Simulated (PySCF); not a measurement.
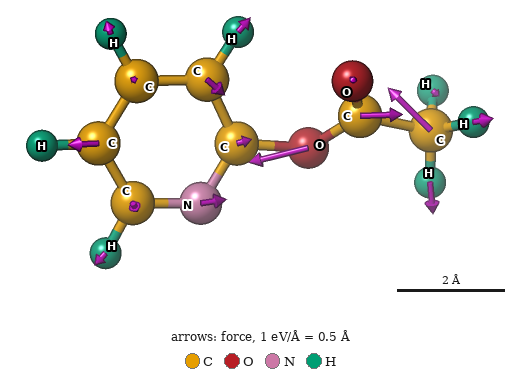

Starting geometry of C₇H₇NO₂ with the computed forces as purple arrows. The picture is a ball-and-stick view, seen at a tilt.

The start comes from GFN2-xTB. Its atoms were then displaced at random by about 0.01 Å.

All numbers below come from PySCF 2.14.0, density-fitted response routines, PBE0-D3(BJ)/def2-SVP geometry optimisation, gas phase. 

### Is this structure relaxed? If not, where do the atoms go?

It isn't relaxed: the largest force vector, on an O atom, is 2.34 eV/Å. The final displacements have little in common with the starting forces (cosine between the two patterns 0.04). The energy falls by 16.8 kJ/mol in 17 geometry steps. The largest move after the best rigid fit is that of an H atom, 0.51 Å. By element the largest moves are H 0.51 Å, C 0.11 Å, N 0.10 Å, O 0.06 Å. Near-neighbour distances that change, for instance: C–H 1.061 → 1.100 Å, C–O 1.320 → 1.357 Å, C–O 1.411 → 1.374 Å, C–C 1.531 → 1.498 Å. Bond angles that change, for instance: C–C–H 104.8° → 109.9°, H–C–H 113.4° → 110.2°, H–C–H 109.3° → 107.1°. Groups turn about C–C by about 25°.
